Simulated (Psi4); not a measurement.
# SnO (tin(ii) oxide) at B3LYP/def2-QZVPD (density fitting, core potential, sweep point 6)

What is the vertical ionisation energy of SnO (tin(ii) oxide) at B3LYP/def2-QZVPD (density fitting, core potential, sweep point 6)? Input form: a Python script.

Program for the calculation: Psi4 1.11.

## 1. Starting point

The species is SnO (2 atoms), meant as a singlet with charge 0. As SMILES, `[O]=[Sn]`. The shape comes from GFN2-xTB, which is rough for such elements, and wasn't checked as a minimum.

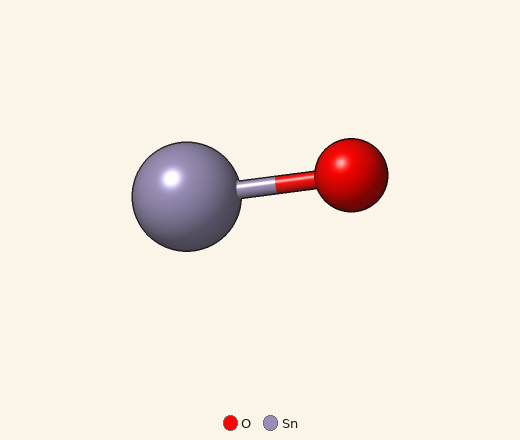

Viewed from a chosen angle; oxygen red, tin purple.

## 2. A single-point energy at B3LYP/def2-QZVPD (density fitting, core potential, sweep point 6)

Contents of calc.py:

```python
import psi4

psi4.set_memory('1600 MB')
psi4.set_num_threads(1)
psi4.core.set_output_file('osn.out', False)

mol = psi4.geometry("""
0 1
O      0.000000     0.000000     0.000000
Sn     0.000000     0.000000     1.803580
symmetry c1
""")

options = {'basis': 'def2-QZVPD', 'puream': True, 'scf_type': 'df', 'dft_radial_points': 99, 'dft_spherical_points': 590}
psi4.set_options(options)

E, wfn = psi4.energy('b3lyp', return_wfn=True)
print('E =', round(E, 9))
```

On the command line:

```console
$ python calc.py
```

osn.out, cut to the lines that bear on the results:

```text
[...]
    !!!  WARNING: ECP capability is in beta. Please check occupations closely.  !!!
[...]
  Running in c1 symmetry.
[...]
  Nuclear repulsion =   51.639067342685109
[...]
  Multiplicity = 1
[...]
  Nalpha       = 15
  Nbeta        = 15
[...]
    Number of basis functions: 154
[...]
   @DF-RKS iter   1:  -289.07057694956654   -9.24559e-01   7.71415e-03 ADIIS/DIIS
[...]
   @DF-RKS iter  10:  -289.63518129533469   -4.64652e-08   3.81229e-07 DIIS
[...]
    Orbital Energies [Eh]
    ---------------------
    Doubly Occupied:
       1A    -19.093443     2A     -5.109862     3A     -3.453931
       4A     -3.453931     5A     -3.441972     6A     -1.053732
       7A     -1.038052     8A     -1.038052     9A     -1.028158
      10A     -1.028158    11A     -0.855120    12A     -0.432284
      13A     -0.286252    14A     -0.286252    15A     -0.276667
[...]
  @DF-RKS Final Energy:  -289.63518129533469
   => Energetics <=
    Nuclear Repulsion Energy =             51.6390673426851095
    One-Electron Energy =                -583.4602813058149877
    Two-Electron Energy =                 263.8267767646736388
    DFT Exchange-Correlation Energy =     -21.6407440968785210
    Empirical Dispersion Energy =           0.0000000000000000
    VV10 Nonlocal Energy =                  0.0000000000000000
    Total Energy =                       -289.6351812953346894
[...]
 Multipole Moments:
 ------------------------------------------------------------------------------------
     Multipole            Electronic (a.u.)      Nuclear  (a.u.)        Total (a.u.)
 ------------------------------------------------------------------------------------
 L = 1.  Multiply by 2.5417464519 to convert [e a0] to [Debye]
 Dipole X            :         -0.0000155            0.0000000           -0.0000155
 Dipole Y            :         -0.0000101            0.0000000           -0.0000101
 Dipole Z            :         16.9133835          -15.2317011            1.6816824
 Magnitude           :                                                    1.6816824
[...]
```

The script printed:

```text
E = -289.635181295
```

Run time: 11 s. Hardware: 1 thread of Intel Xeon Platinum 8259CL at 2.50GHz (Skylake/Cascade Lake), shared host; peak memory 0.72 GiB.

## 3. The doublet cation

Contents of job.py:

```python
import psi4

psi4.set_memory('1600 MB')
psi4.set_num_threads(1)
psi4.set_output_file('osn.out', False)

molecule = psi4.geometry("""
1 2
O      0.000000     0.000000     0.000000
Sn     0.000000     0.000000     1.803580
symmetry c1
""")

psi4.set_options({
    'reference': 'uks',
    'puream': True,
    'scf_type': 'df',
    'dft_radial_points': 99,
    'dft_spherical_points': 590,
    'maxiter': 150,
})

e_tot, wfn = psi4.energy('b3lyp/def2-QZVPD', molecule=molecule, return_wfn=True)
print(f'total energy {e_tot:.8f} hartree = {e_tot * 27.211386:.5f} eV')
```

On the command line:

```console
$ python job.py
```

osn.out, cut to the lines that bear on the results:

```text
[...]
    !!!  WARNING: ECP capability is in beta. Please check occupations closely.  !!!
[...]
  Running in c1 symmetry.
[...]
  Nuclear repulsion =   51.639067342685109
[...]
  Multiplicity = 2
[...]
  Nalpha       = 15
  Nbeta        = 14
[...]
    Number of basis functions: 154
[...]
   @DF-UKS iter   1:  -288.86919335184547   -7.23176e-01   6.44825e-03 ADIIS/DIIS
[...]
   @DF-UKS iter  11:  -289.27003038727781   -1.38837e-07   4.49233e-07 DIIS
[...]
   @S^2 Observed:                7.611289452E-01
[...]
    Orbital Energies [Eh]
    ---------------------
    Alpha Occupied:
       1A    -19.421179     2A     -5.417003     3A     -3.757958
       4A     -3.757958     5A     -3.754649     6A     -1.370606
       7A     -1.338546     8A     -1.338546     9A     -1.336009
      10A     -1.336009    11A     -1.180359    12A     -0.742922
      13A     -0.601366    14A     -0.587552    15A     -0.587552
    Alpha Virtual:
      16A     -0.343183    17A     -0.343183    18A     -0.228810
      19A     -0.146315    20A     -0.106163    21A     -0.106163
      22A     -0.087568    23A     -0.087568    24A     -0.082095
      25A     -0.082094    26A     -0.077057    27A     -0.057610
[...]
  @DF-UKS Final Energy:  -289.27003038727781
   => Energetics <=
    Nuclear Repulsion Energy =             51.6390673426851095
    One-Electron Energy =                -574.3779942938101613
    Two-Electron Energy =                 254.8913985506387689
    DFT Exchange-Correlation Energy =     -21.4225019867915840
    Empirical Dispersion Energy =           0.0000000000000000
    VV10 Nonlocal Energy =                  0.0000000000000000
    Total Energy =                       -289.2700303872778136
[...]
 Multipole Moments:
 ------------------------------------------------------------------------------------
     Multipole            Electronic (a.u.)      Nuclear  (a.u.)        Total (a.u.)
 ------------------------------------------------------------------------------------
 L = 1.  Multiply by 2.5417464519 to convert [e a0] to [Debye]
 Dipole X            :         -0.0003085            0.0000000           -0.0003085
 Dipole Y            :         -0.0001764            0.0000000           -0.0001764
 Dipole Z            :         16.5001631          -15.2317011            1.2684620
 Magnitude           :                                                    1.2684621
[...]
```

On the terminal:

```text
total energy -289.27003039 hartree = -7871.43846 eV
```

Wall time 17 s (1 thread of Intel Xeon Platinum 8259CL at 2.50GHz (Skylake/Cascade Lake), shared host); peak memory 0.72 GiB.

## 4. What came out

At B3LYP/def2-QZVPD (density fitting, core potential, sweep point 6):

| quantity | value |
| --- | --- |
| singlet SnO: total energy | -289.63518 Eh |
| singlet SnO: dipole moment | 4.27 D |
| singlet SnO: HOMO energy | -7.53 eV |
| singlet SnO: LUMO energy | -2.55 eV |
| singlet SnO: HOMO–LUMO gap | 4.98 eV |
| doublet cation: total energy | -289.27003 Eh |
| doublet cation: HOMO energy (highest over α and β) | -15.40 eV |
| doublet cation: LUMO energy (lowest over α and β) | -12.42 eV |
| doublet cation: ⟨S²⟩ | 0.761 |
| vertical ionisation energy (to the doublet cation) | 9.936 eV |

**Reading.** Removing an electron at fixed nuclei costs 9.94 eV (229 kcal/mol). The negative HOMO energy of the first species, 7.53 eV, lies 2.41 eV below that difference.
